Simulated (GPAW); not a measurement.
# AgCl (Chlorargyrite): dielectric function, part 2 of 2

Aim: the dielectric function of AgCl (Chlorargyrite), with and without local fields.

GPAW 26.7.0; LDA and many-body steps on it, plane waves.

So far. Step 4 (ALDA response): The static value is 5.46. Step 5 (RPA response, local-field cutoff (10×10×10 mesh, 54 …): The static value is 5.72.

The database entry behind the starting cell differs from later determinations by our own check (an axis about 1.4 % short against later determinations), so it need not match the best structure at ambient conditions.

### Step 7. RPA response, scissors (10×10×10 mesh, 54 bands, screening to 50 eV, broadening 0.2 eV)

Level of this step: linear response, RPA, on LDA, plane waves, PAW (GPAW).

Input file run.py:

```python
import json
import numpy as np
from gpaw.mpi import world
from gpaw.response.df import DielectricFunction

df = DielectricFunction('full.gpw',
    ecut=50,
    nbands=54,
    eta=0.2,
    frequencies={'type': 'nonlinear', 'domega0': 0.05, 'omega2': 10.0},
    intraband=False,
    eshift=1.5,
    txt='df.txt')
res = {'optical': {}, 'eels': []}
for d in 'x':
    y0, y = df.get_dielectric_function(direction=d, xc='RPA', filename=None)
    res['optical'][d] = [y0.real, y0.imag, y.real, y.imag]
res['w'] = df.get_frequencies()
for q_c in []:
    res['eels'].append(df.get_eels_spectrum(q_c=q_c, xc='RPA', filename=None))

if world.rank == 0:
    with open('result.json', 'w') as f:
        json.dump(res, f, default=lambda x: x.tolist())
```

Command:

```console
$ mpirun -n 4 gpaw python run.py
```

Numbers of over 12 decimals in the logs are rounded to 6 here.

Output:

```text
Using integrator: PointIntegrator
NonLinearFrequencyDescriptor(from 0.000 to 108.559 eV, 396 points)
Nonperiodic BCs:  [False False False]
Using integrator: PointIntegrator
NonLinearFrequencyDescriptor(from 0.000 to 108.559 eV, 396 points)
Nonperiodic BCs:  [False False False]

Calculating chi0 body with:
    Ground state adapter containing:
    Number of spins: 1
    Number of kpoints: 1000
    Number of irreducible kpoints: 47
    Number of completely occupied states: 12
    Number of partially occupied states: 12
    Occupied states memory: 1.46484375 M / cpu

[...]
Ground state adapter containing:
    Number of spins: 1
    Number of kpoints: 1000
    Number of irreducible kpoints: 47
    Number of completely occupied states: 12
    Number of partially occupied states: 12
    Occupied states memory: 1.46484375 M / cpu

    Linear response parametrization:
    Number of frequency points: 396
    Planewave cutoff: 50.0
    Number of bands: 54
    Number of planewaves: 27
    Broadening (eta): 0.2
Integrating chi0 head and wings.

Symmetries of q_c:
    Direct symmetries (Uq -> q): 48
    Indirect symmetries (TUq -> q): 0
In total 48 allowed symmetries.

  [... matrices ...]
47 groups of equivalent kpoints. 95.3% reduction.

Integral kind: spectral function wings
```

Wall time 4.2 s (4 MPI ranks of Intel Xeon 6975P-C (Granite Rapids), shared host); peak memory 1 GiB; 16 s of CPU time.

This step gave:

- ε at zero frequency: 4.500
- the same without local fields: 4.791

The static value is 4.50.

The ε₂ has structure finer than the step of the table below, so its rows give means over 2 eV, whole bins alone (the curve runs from 0 to 39.8 eV). Peaks (eV: height): xx, no local fields 6.0: 7.57, 9.6: 5.39; xx, local fields 6.0: 7.38, 9.6: 4.38.

RPA, broadening 0.2 eV. ε₂ against photon energy; means over each step:

```csv
photon energy (eV),"xx, no local fields","xx, local fields"
2,0.0775,0.0752
4,1.11,1.13
6,5.78,5.67
8,3.98,3.57
10,4.64,3.75
12,3.28,2.55
14,2.34,1.97
16,1.18,1.17
18,0.958,0.775
20,0.925,0.664
22,0.618,0.775
24,0.410,0.571
26,0.358,0.498
28,0.337,0.434
30,0.279,0.462
32,0.270,0.398
34,0.247,0.252
36,0.204,0.170
38,0.141,0.135
```

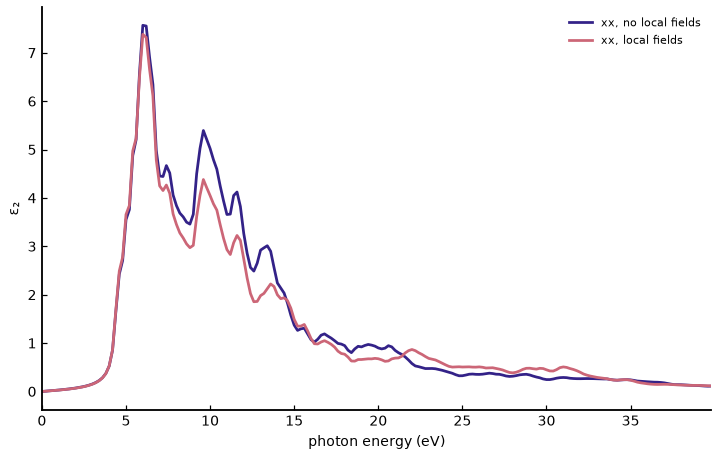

ε₂, plotted against photon energy.

### Step 8. RPA response, q off the mesh (10×10×10 mesh, 54 bands, screening to 30 eV, broadening 0.2 eV)

Edit run.py of step 7 so:

```diff
@@ -6,3 +6,3 @@
 df = DielectricFunction('full.gpw',
-    ecut=50,
+    ecut=30,
     nbands=54,
@@ -11,3 +11,2 @@
     intraband=False,
-    eshift=1.5,
     txt='df.txt')
@@ -18,3 +17,3 @@
 res['w'] = df.get_frequencies()
-for q_c in []:
+for q_c in [[0.137, 0, 0]]:
     res['eels'].append(df.get_eels_spectrum(q_c=q_c, xc='RPA', filename=None))
```

Command:

```console
$ mpirun -n 4 gpaw python run.py
```

Output:

```text
Using integrator: PointIntegrator
NonLinearFrequencyDescriptor(from 0.000 to 108.559 eV, 396 points)
Nonperiodic BCs:  [False False False]
Using integrator: PointIntegrator
NonLinearFrequencyDescriptor(from 0.000 to 108.559 eV, 396 points)
Nonperiodic BCs:  [False False False]

Calculating chi0 body with:
    Ground state adapter containing:
    Number of spins: 1
    Number of kpoints: 1000
    Number of irreducible kpoints: 47
    Number of completely occupied states: 12
    Number of partially occupied states: 12
    Occupied states memory: 1.46484375 M / cpu

[...]
Number of frequency points: 396
    Planewave cutoff: 30.0
    Number of bands: 54
    Number of planewaves: 15
    Broadening (eta): 0.2
    comm.size: 4
    kncomm.size: 4
    blockcomm.size: 1

    Memory estimate of potentially large arrays:
        chi0_wGG: 1.359558 M / cpu
Integrating chi0 body.

Symmetries of q_c:
    Direct symmetries (Uq -> q): 6
    Indirect symmetries (TUq -> q): 0
In total 6 allowed symmetries.

  [... matrices ...]
220 groups of equivalent kpoints. 78.0% reduction.

Integral kind: spectral function

--- the script ended with ---
ValueError: Requested k-point is not on the grid. Please check that your q-points of interest are commensurate with the k-point grid.
```

Wall time 14 s (4 MPI ranks); peak memory 1 GiB.

The run stopped with an error after 14 s.

The program's words: ValueError: Requested k-point is not on the grid. Please check that your q-points of interest are commensurate with the k-point grid.

The fault put into this input: q off the mesh.

### Step 9. The runs together

Times are wall times on 4 MPI ranks of Intel Xeon 6975P-C (Granite Rapids), shared host, good to a factor of about two.

```csv
run,ε(0),without local fields,time
RPA response,5.37,5.72,12 s
ALDA response,5.46,5.72,6.1 s
"RPA response, local-field cutoff (10×10×10 mesh, 54 bands, screening to 5 eV, broadening 0.2 eV)",5.72,5.72,5 s
"RPA response, fewer bands (10×10×10 mesh, 17 bands, screening to 50 eV, broadening 0.2 eV)",5.14,5.41,3.7 s
"RPA response, scissors (10×10×10 mesh, 54 bands, screening to 50 eV, broadening 0.2 eV)",4.50,4.79,4.2 s
```

### Step 10. Outcome

| Item | Value |
| --- | --- |
| RPA response | ε(0) 5.37 |
| ALDA response | ε(0) 5.46 |
| RPA response, local-field cutoff (10×10×10 mesh, 54 bands, screening to 5 eV, broadening 0.2 eV) | ε(0) 5.72 |
| RPA response, fewer bands (10×10×10 mesh, 17 bands, screening to 50 eV, broadening 0.2 eV) | ε(0) 5.14 |
| RPA response, scissors (10×10×10 mesh, 54 bands, screening to 50 eV, broadening 0.2 eV) | ε(0) 4.50 |

**Reading.** In the optical limit the electronic ε(0) is 5.37, against 5.72 without local fields. ALDA response: ε(0) = 5.46. RPA response, local-field cutoff (10×10×10 mesh, 54 bands, screening to 5 eV, broadening 0.2 eV): ε(0) = 5.72. RPA response, fewer bands (10×10×10 mesh, 17 bands, screening to 50 eV, broadening 0.2 eV): ε(0) = 5.14. RPA response, scissors (10×10×10 mesh, 54 bands, screening to 50 eV, broadening 0.2 eV): ε(0) = 4.50. ε(0) converges slowly with a Γ-centred mesh, and this one is not shown settled. Unless a shift is named, the levels are those of the density functional, and only a kernel with a long-range part can bind an exciton.

[Paths, hosts, dates, memory and timing lines, banners, echoed tables and standing remarks are left out of the program output.]

[Logs are printed without paths, hosts, clocks, repeated set-up lines and the standing remarks that a program may print on its own settings, such as how far it seeks lower states.]

[Runs of the session that timed out or met a known fault of the program may be left out.]

[Hosts, paths, dates, database ids (printed as entryN), source tags and the programs' standing remarks are cut or masked in the printed files.]
